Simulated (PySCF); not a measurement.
# CoH15N5 ([Co(NH3)5]3+): the cost of one run

Programs: PySCF 2.14.0, with routines of our own; each step states its level. All values are computed. Atoms count from 0.

## 1. The starting structure

21 atoms, charge 3, states of the metal's open shell are computed; geometry from: model start, shaken.

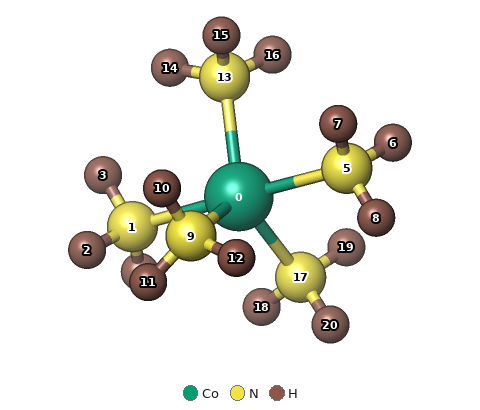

The starting geometry (cobalt teal, nitrogen yellow, hydrogen brown); sticks join atoms by distance alone.

## 2. Geometry optimisation at PBE0-D3(BJ)/def2-SVP

The job: settings as JSON, then the geometry in Å.

```
{"job": {"xc": "PBE0", "basis": "def2-SVP", "d3": "d3bj", "grid": 1, "maxiter": 45, "solvent": "water", "kind": "geom"}, "charge": 3, "metal": "Co", "open_shell": "d6"}
Co     0.000020     0.004480    -0.004110
N     -0.013360    -0.006820     1.965130
H      0.943260     0.020100     2.362950
H     -0.480490     0.823450     2.375690
H     -0.469600    -0.830060     2.369900
N      0.010430    -0.020160    -1.986860
H     -0.970880    -0.019340    -2.397960
H      0.467650     0.797090    -2.366270
H      0.473530    -0.818910    -2.408090
N      1.971920    -0.000730     0.001700
H      2.347380     0.935190    -0.014680
H      2.358200    -0.455270     0.803990
H      2.369850    -0.457910    -0.824860
N     -0.991680     1.716390     0.000960
H     -1.203540     2.053910     0.962740
H     -0.501610     2.473720    -0.469390
H     -1.901560     1.674730    -0.459750
N     -1.007990    -1.713610     0.008650
H     -1.188000    -2.042530     0.941360
H     -1.881930    -1.623140    -0.481310
H     -0.475350    -2.467770    -0.469270
```

The run is started by

```sh
$ OMP_NUM_THREADS=1 python lf_run.py task.json out
```

The driver reads the jobs from task.json and runs them one after another.

Q: Estimate the wall time and peak memory of this first job on 1 thread of AMD EPYC 9R45, shared host.

About 16 min, with a peak of 1.7 GiB.
